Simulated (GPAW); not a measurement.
# Work function of ZrSi2N4 monolayer at several levels, part 2 of 2

Aim: the work function of both faces of ZrSi2N4 monolayer, and its spread over functionals and bases. Where a layer proves gapped, the work function hangs on where the smearing puts the Fermi level, and the band edges take its place.

GPAW 26.7.0; GPAW, PAW setups; layer in a repeated cell with vacuum, relaxation of atoms and in-plane cell (the session's first sound run).

So far, upper work function (eV): step 3 (plane waves, PBE) 5.70; step 4 (RPBE) 5.55; step 5 (GPAW, PAW setups) 6.09.

## (6) OptPBE vdW: xc = "optPBE-vdW"

Level of this step: GPAW, PAW setups; slab in vacuum (GPAW).

The same geometry under optPBE-vdW, to see how far the functional moves the levels against the vacuum (the van der Waals functionals take revPBE setups).

run.py

```python
import json
import numpy as np
from ase import Atoms
from gpaw import GPAW, PW

slab = Atoms(
    ['N', 'Si', 'N', 'Zr', 'N', 'Si', 'N'],
    positions=[
        [-0.00000, 0.00000, 9.00000],
        [0.00000, 1.73887, 9.49548],
        [0.00000, 1.73887, 11.24747],
        [-0.00000, 0.00000, 12.51936],
        [0.00000, 1.73887, 13.79125],
        [0.00000, 1.73887, 15.54324],
        [-0.00000, -0.00000, 16.03872]],
    cell=[[3.01181, 0.0, 0.0], [-1.50591, 2.6083, 0.0], [0.0, 0.0, 25.0387]],
    pbc=[True, True, False])

slab.calc = GPAW(mode=PW(500), xc='optPBE-vdW', kpts={'size': (12, 12, 1), 'gamma': True},
                 occupations={'name': 'fermi-dirac', 'width': 0.05}, nbands='200%',
                 convergence={'density': 1e-05}, maxiter=200,
                 poissonsolver={'dipolelayer': 'xy'},
                 symmetry={'tolerance': 1e-3}, txt='slab.txt')
result = {}
energy = slab.get_potential_energy()
fermi = slab.calc.get_fermi_level()
v = slab.calc.get_electrostatic_potential().mean((0, 1)) - fermi
n = slab.calc.get_pseudo_density().mean((0, 1))
L = slab.cell[2, 2]
z = np.arange(len(v)) * L / len(v)
low, high = slab.positions[:, 2].min(), slab.positions[:, 2].max()
below, above = np.interp([low - 6.8, high + 6.8], z, v)
slopes = [np.interp(x, z, np.gradient(v, z)) for x in (low - 6.8, high + 6.8)]
eps = np.array([[slab.calc.get_eigenvalues(k, s) for k in range(len(slab.calc.get_ibz_k_points()))]
                for s in range(slab.calc.get_number_of_spins())]) - fermi
top, bottom = eps[eps < 0].max(), eps[eps > 0].min()
dipole = slab.get_dipole_moment()[2]
print(f'energy {energy:.4f} eV, Fermi level {fermi:.4f} eV, dipole {dipole:.5f} e A')
print(f'potential 6.8 A off the faces, from the Fermi level: lower {below:.4f} eV, upper {above:.4f} eV')
print(f'slope of the potential there: lower {slopes[0]:.5f}, upper {slopes[1]:.5f} eV/A')
print(f'nearest levels on the mesh: {top:.4f} and {bottom:.4f} eV')
print('magnetic moment', round(slab.get_magnetic_moment(), 3))
result.update(energy=energy, fermi=fermi, dipole=dipole, below=below, above=above, slopes=slopes, edges=[top, bottom],
              z=z.tolist(), v=v.tolist(), n=n.tolist(), positions=slab.positions.tolist(),
              forces=slab.get_forces(apply_constraint=False).tolist(), moments=slab.get_magnetic_moments().tolist())
json.dump(result, open('result.json', 'w'))
```

Launch:

```sh
$ OMP_NUM_THREADS=1 OPENBLAS_NUM_THREADS=1 python run.py
```

The log of the run:

```text
energy -87.5029 eV, Fermi level -0.2344 eV, dipole 0.00033 e A
potential 6.8 A off the faces, from the Fermi level: lower 5.9350 eV, upper 5.9267 eV
slope of the potential there: lower -0.00101, upper 0.00101 eV/A
nearest levels on the mesh: -0.5863 and 0.7182 eV
magnetic moment 0.0
```

Run time: 56 s. Hardware: 1 thread of Intel Xeon Platinum 8375C at 2.90GHz (Ice Lake), shared host; peak memory 0.45 GiB.

This step gave:

```
levels nearest the Fermi level on the mesh : -0.5863, 0.7182 eV from the Fermi level
upper work function                        : 5.927 eV
lower work function                        : 5.935 eV
upper ionisation energy                    : 6.513 eV
```

The electrostatic potential energy of an electron (without an applied field's), less the Fermi level, planar mean oscillates, so the rows of the table below give means over windows of 1.11 Å about each position, cut where the curve ends. Its maxima inside the range that stand out by 2 % of the span (Å: eV): 10.6: 0.651, 11.7: -7.41, 13.4: -7.41, 14.5: 0.647. Its minima: 9.1: -21.9, 11.3: -11.5, 12.5: -26.6, 13.7: -11.5, 16.0: -21.9.

Table of electrostatic potential energy of an electron (without an applied field's), less the Fermi level, planar mean by z; means over each step:

| z (Å) | electrostatic potential energy of an electron (without an applied field's), less the Fermi level, planar mean (eV) |
| --- | --- |
| 0.56 | 5.93 |
| 1.67 | 5.94 |
| 2.77 | 5.93 |
| 3.88 | 5.93 |
| 4.99 | 5.93 |
| 6.10 | 5.92 |
| 7.21 | 5.71 |
| 8.32 | -0.846 |
| 9.43 | -17.7 |
| 10.54 | -2.37 |
| 11.65 | -11.0 |
| 12.76 | -19.3 |
| 13.87 | -6.41 |
| 14.98 | -7.44 |
| 16.09 | -14.3 |
| 17.20 | 4.44 |
| 18.31 | 5.87 |
| 19.42 | 5.92 |
| 20.53 | 5.92 |
| 21.64 | 5.93 |
| 22.75 | 5.93 |
| 23.86 | 5.93 |

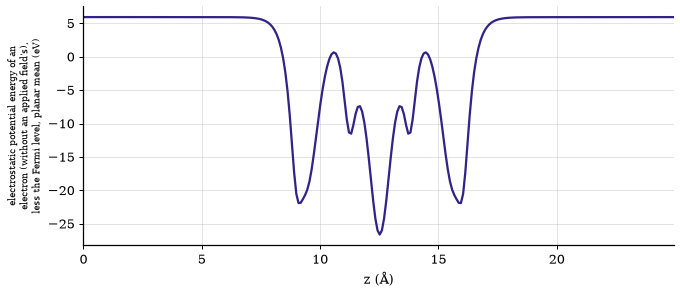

Electrostatic potential energy of an electron (without an applied field's), less the Fermi level, planar mean, plotted against z.

The highest filled level lies 0.586 eV under the Fermi level, so the ionisation energy from the upper face is 5.927 + 0.586 = 6.513 eV, against 6.259 eV in the base run.

## (7) Self-consistent run: xc = "revPBE"

The same geometry under revPBE, to see how far the functional moves the levels against the vacuum.

Edit run.py of step 6 so:

```diff
@@ -18,3 +18,3 @@
 
-slab.calc = GPAW(mode=PW(500), xc='optPBE-vdW', kpts={'size': (12, 12, 1), 'gamma': True},
+slab.calc = GPAW(mode=PW(500), xc='revPBE', kpts={'size': (12, 12, 1), 'gamma': True},
                  occupations={'name': 'fermi-dirac', 'width': 0.05}, nbands='200%',
```

The log of the run:

```text
energy -53.6410 eV, Fermi level 0.0359 eV, dipole 0.00033 e A
potential 6.8 A off the faces, from the Fermi level: lower 5.5721 eV, upper 5.5639 eV
slope of the potential there: lower -0.00098, upper 0.00099 eV/A
nearest levels on the mesh: -0.5750 and 0.7055 eV
magnetic moment 0.0
```

It took 45 s on 1 thread; peak memory 0.28 GiB.

This step gave:

- levels nearest the Fermi level on the mesh: -0.5750, 0.7055 eV from the Fermi level
- upper work function: 5.564 eV
- lower work function: 5.572 eV
- upper ionisation energy: 6.139 eV

The electrostatic potential energy of an electron (without an applied field's), less the Fermi level, planar mean oscillates, so the rows of the table below give means over windows of 1.11 Å about each position, cut where the curve ends. Its maxima inside the range that stand out by 2 % of the span (Å: eV): 10.6: 0.583, 11.7: -7.51, 13.4: -7.51, 14.5: 0.579. Its minima: 9.1: -22.1, 11.3: -11.7, 12.5: -26.7, 13.7: -11.7, 16.0: -22.1.

The electrostatic potential energy of an electron (without an applied field's), less the Fermi level, planar mean by z; means over each step:

| z (Å) | electrostatic potential energy of an electron (without an applied field's), less the Fermi level, planar mean (eV) |
| --- | --- |
| 0.56 | 5.57 |
| 1.67 | 5.57 |
| 2.77 | 5.57 |
| 3.88 | 5.57 |
| 4.99 | 5.57 |
| 6.10 | 5.56 |
| 7.21 | 5.38 |
| 8.32 | -1.06 |
| 9.43 | -17.8 |
| 10.54 | -2.44 |
| 11.65 | -11.1 |
| 12.76 | -19.3 |
| 13.87 | -6.52 |
| 14.98 | -7.50 |
| 16.09 | -14.5 |
| 17.20 | 4.17 |
| 18.31 | 5.52 |
| 19.42 | 5.56 |
| 20.53 | 5.56 |
| 21.64 | 5.56 |
| 22.75 | 5.56 |
| 23.86 | 5.56 |

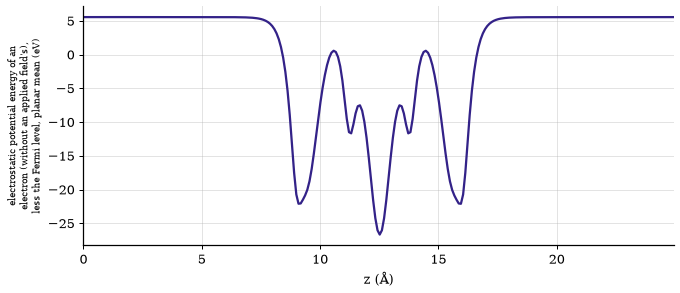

Electrostatic potential energy of an electron (without an applied field's), less the Fermi level, planar mean, plotted against z.

The highest filled level lies 0.575 eV under the Fermi level, so the ionisation energy from the upper face is 5.564 + 0.575 = 6.139 eV, against 6.259 eV in the base run.

## (8) Self-consistent run: xc = "LDA"

The same geometry under LDA, to see how far the functional moves the levels against the vacuum.

Edit run.py of step 7 so:

```diff
@@ -18,3 +18,3 @@
 
-slab.calc = GPAW(mode=PW(500), xc='revPBE', kpts={'size': (12, 12, 1), 'gamma': True},
+slab.calc = GPAW(mode=PW(500), xc='LDA', kpts={'size': (12, 12, 1), 'gamma': True},
                  occupations={'name': 'fermi-dirac', 'width': 0.05}, nbands='200%',
```

The log of the run:

```text
energy -62.1230 eV, Fermi level -0.4334 eV, dipole 0.00033 e A
potential 6.8 A off the faces, from the Fermi level: lower 6.0681 eV, upper 6.0598 eV
slope of the potential there: lower -0.00103, upper 0.00103 eV/A
nearest levels on the mesh: -0.5021 and 0.6290 eV
magnetic moment 0.0
```

The job ended after 42 s (1 thread; peak memory 0.28 GiB).

This step gave:

```yaml
levels_nearest_the_fermi_level_on_the_mesh: -0.5021, 0.6290 eV from the Fermi level
upper_work_function: 6.060 eV
lower_work_function: 6.068 eV
upper_ionisation_energy: 6.562 eV
```

The highest filled level lies 0.502 eV under the Fermi level, so the ionisation energy from the upper face is 6.060 + 0.502 = 6.562 eV, against 6.259 eV in the base run.

## (9) Real-space grid: mode = "fd"

A real-space grid is a second complete basis, so it checks the plane-wave result.

Edit run.py of step 8 so:

```diff
@@ -3,3 +3,3 @@
 from ase import Atoms
-from gpaw import GPAW, PW
+from gpaw import GPAW
 
@@ -18,3 +18,3 @@
 
-slab.calc = GPAW(mode=PW(500), xc='LDA', kpts={'size': (12, 12, 1), 'gamma': True},
+slab.calc = GPAW(mode='fd', h=0.18, xc='PBE', kpts={'size': (12, 12, 1), 'gamma': True},
                  occupations={'name': 'fermi-dirac', 'width': 0.05}, nbands='200%',
```

The log of the run:

```text
energy -58.6382 eV, Fermi level -5.7310 eV, dipole 0.00036 e A
potential 6.8 A off the faces, from the Fermi level: lower 5.7351 eV, upper 5.7269 eV
slope of the potential there: lower -0.00000, upper 0.00000 eV/A
nearest levels on the mesh: -0.5722 and 0.7010 eV
magnetic moment 0.0
```

Run time: 3.5 min. Hardware: 1 thread; peak memory 0.82 GiB.

This step gave:

```
dipole along the normal                    : 3.57e-4 e·Å
levels nearest the Fermi level on the mesh : -0.5722, 0.7010 eV from the Fermi level
upper work function                        : 5.727 eV
lower work function                        : 5.735 eV
upper ionisation energy                    : 6.299 eV
```

The electrostatic potential energy of an electron (without an applied field's), less the Fermi level, planar mean oscillates, so the rows of the table below give means over windows of 1.07 Å about each position, cut where the curve ends. Its maxima inside the range that stand out by 2 % of the span (Å: eV): 10.6: 0.687, 11.6: -7.35, 13.4: -7.35, 14.5: 0.683. Its minima: 9.1: -22.0, 11.3: -11.6, 12.5: -26.6, 13.8: -11.6, 15.9: -22.0.

Table of electrostatic potential energy of an electron (without an applied field's), less the Fermi level, planar mean by z; means over each step:

| z (Å) | electrostatic potential energy of an electron (without an applied field's), less the Fermi level, planar mean (eV) |
| --- | --- |
| 0.54 | 5.73 |
| 1.60 | 5.74 |
| 2.67 | 5.74 |
| 3.74 | 5.74 |
| 4.81 | 5.74 |
| 5.88 | 5.73 |
| 6.95 | 5.66 |
| 8.02 | 3.22 |
| 9.09 | -16.9 |
| 10.16 | -5.35 |
| 11.23 | -7.02 |
| 12.30 | -19.8 |
| 13.37 | -10.9 |
| 14.44 | -2.20 |
| 15.51 | -16.8 |
| 16.58 | -3.47 |
| 17.65 | 5.41 |
| 18.72 | 5.72 |
| 19.79 | 5.73 |
| 20.86 | 5.73 |
| 21.93 | 5.73 |
| 23.00 | 5.73 |
| 24.07 | 5.73 |

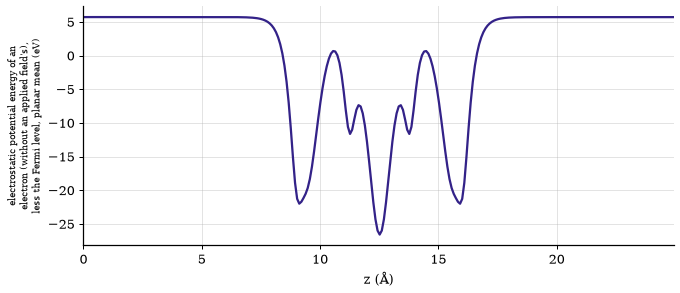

Electrostatic potential energy of an electron (without an applied field's), less the Fermi level, planar mean against z.

The highest filled level lies 0.572 eV under the Fermi level, so the ionisation energy from the upper face is 5.727 + 0.572 = 6.299 eV, against 6.259 eV in the base run.

## (10) Atomic orbitals: mode = "lcao"

Atom-centred orbitals end a few angstrom from the surface, which tests how much the density's tail matters.

Edit run.py of step 9 so:

```diff
@@ -18,4 +18,4 @@
 
-slab.calc = GPAW(mode='fd', h=0.18, xc='PBE', kpts={'size': (12, 12, 1), 'gamma': True},
-                 occupations={'name': 'fermi-dirac', 'width': 0.05}, nbands='200%',
+slab.calc = GPAW(mode='lcao', basis='dzp', h=0.18, xc='PBE', kpts={'size': (12, 12, 1), 'gamma': True},
+                 occupations={'name': 'fermi-dirac', 'width': 0.05}, nbands='120%',
                  convergence={'density': 1e-05}, maxiter=200,
```

The log of the run:

```text
energy -55.6121 eV, Fermi level -5.7006 eV, dipole 0.00036 e A
potential 6.8 A off the faces, from the Fermi level: lower 5.7047 eV, upper 5.6964 eV
slope of the potential there: lower -0.00000, upper -0.00000 eV/A
nearest levels on the mesh: -0.5261 and 0.6524 eV
magnetic moment 0.0
```

Run time: 6.8 min. Hardware: 1 thread; peak memory 0.34 GiB.

This step gave:

```yaml
levels_nearest_the_fermi_level_on_the_mesh: -0.5261, 0.6524 eV from the Fermi level
upper_work_function: 5.696 eV
lower_work_function: 5.705 eV
upper_ionisation_energy: 6.223 eV
```

The highest filled level lies 0.526 eV under the Fermi level, so the ionisation energy from the upper face is 5.696 + 0.526 = 6.223 eV, against 6.259 eV in the base run.

## (11) All levels side by side

Times are for 1 thread of Intel Xeon Platinum 8375C at 2.90GHz (Ice Lake), shared host. The runs compared:

| no. | run | upper ionisation energy (eV) | time | memory (GiB) |
| --- | --- | --- | --- | --- |
| 1 | pw | 6.259 | 43 s | 0.28 |
| 2 | RPBE | 6.134 | 44 s | 0.28 |
| 3 | vdW DF2 | 6.708 | 56 s | 0.45 |
| 4 | optPBE vdW | 6.513 | 56 s | 0.45 |
| 5 | revPBE | 6.139 | 45 s | 0.28 |
| 6 | LDA | 6.562 | 42 s | 0.28 |
| 7 | fd | 6.299 | 3.5 min | 0.82 |
| 8 | lcao | 6.223 | 6.8 min | 0.34 |

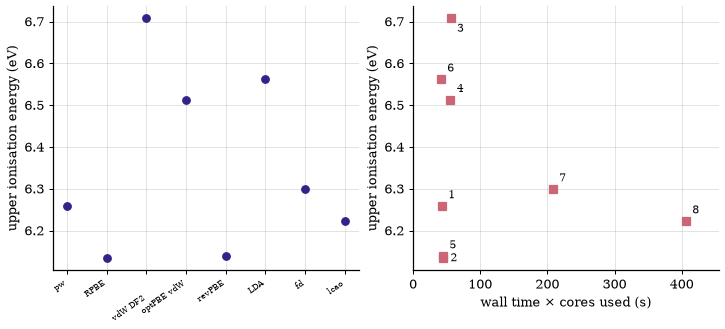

The series as plots; the last panel sets the first result against cost, with the runs numbered as in the table.

## (12) Side by side

Results and costs are gathered.

This step: comparison of work functions, dipole and cost (GPAW 26.7.0).

Ladder, by row:

| step | code | work function, upper (eV) | work function, lower (eV) | dipole (e Å) | wall time (s) | peak memory (GiB) | threads |
| --- | --- | --- | --- | --- | --- | --- | --- |
| pw | GPAW | 5.701 | 5.709 | 3.35e-4 | 43.17 | 0.28 | 1 |
| RPBE | GPAW | 5.553 | 5.561 | 3.35e-4 | 44.48 | 0.28 | 1 |
| vdW-DF2 | GPAW | 6.086 | 6.094 | 3.35e-4 | 56.06 | 0.45 | 1 |
| optPBE-vdW | GPAW | 5.927 | 5.935 | 3.35e-4 | 55.72 | 0.45 | 1 |
| revPBE | GPAW | 5.564 | 5.572 | 3.35e-4 | 44.74 | 0.28 | 1 |
| LDA | GPAW | 6.06 | 6.068 | 3.35e-4 | 41.57 | 0.28 | 1 |
| fd | GPAW | 5.727 | 5.735 | 3.57e-4 | 208.2 | 0.82 | 1 |
| lcao | GPAW | 5.696 | 5.705 | 3.57e-4 | 406.4 | 0.34 | 1 |

## (13) Results

| Item | Value |
| --- | --- |
| work function, upper and lower face (Fermi level placed in the gap by the smearing) | 5.701 and 5.709 eV |
| ionisation energy from the upper face (highest filled level on the mesh) | 6.26 eV |
| electron affinity from the upper face (lowest empty Kohn-Sham level on the mesh) | 5.01 eV |
| dipole along the normal | 3.3e-4 e Å |

What this shows: With plane waves and PBE the ionisation energy from the upper face is 6.26 eV and the Kohn-Sham electron affinity 5.01 eV. The levels nearest the Fermi level on the mesh lie 1.25 eV apart, so the slab is gapped there: the smearing puts the Fermi level inside the gap, and from either face the ionisation energy is the work function plus 0.56 eV. Both are Kohn-Sham levels on the mesh, and semilocal gaps are too small, so the affinity tends to come out too large and the ionisation energy too small. Work functions of a gapped slab move with the place of the Fermi level in the gap; over the runs without a planted fault the highest filled level on the mesh lies 6.13 (RPBE) to 6.71 eV (vdW-DF2) under the upper vacuum level. The starting lattice was a guess from atomic radii; the relaxation moved it by 3 %. The small printed dipole stands for a step of -7.7 meV from the lower to the upper face, and the probes find -8.2 meV; values this small are near the numerical noise of both. The layer's cell and atoms come from the relaxation; spin-orbit coupling and temperature are left out.

[Logs are printed without paths, hosts, clocks, repeated set-up lines and the standing remarks that a program may print on its own settings, such as how far it seeks lower states.]

[Hosts, paths, dates, database ids (printed as entryN), source tags and the programs' standing remarks are cut or masked in the printed files.]
